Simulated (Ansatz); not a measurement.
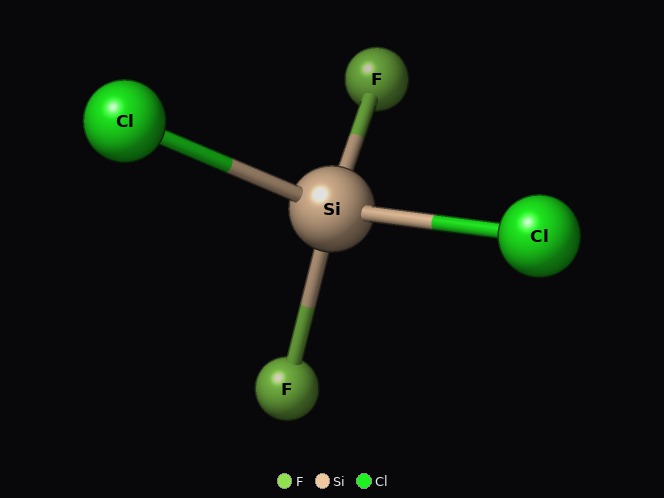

Depth is shown by fading: the farther an atom, the more it takes the colour of the background. The computed structure is the end point of a PBE0-D4/def2-TZVP optimisation.

> List the symmetry elements and name the point group.

It has 1 C2 axis and 2 mirror planes, so the point group is C2v. The group has 4 operations. The geometry is achiral, and symmetry allows a dipole moment.
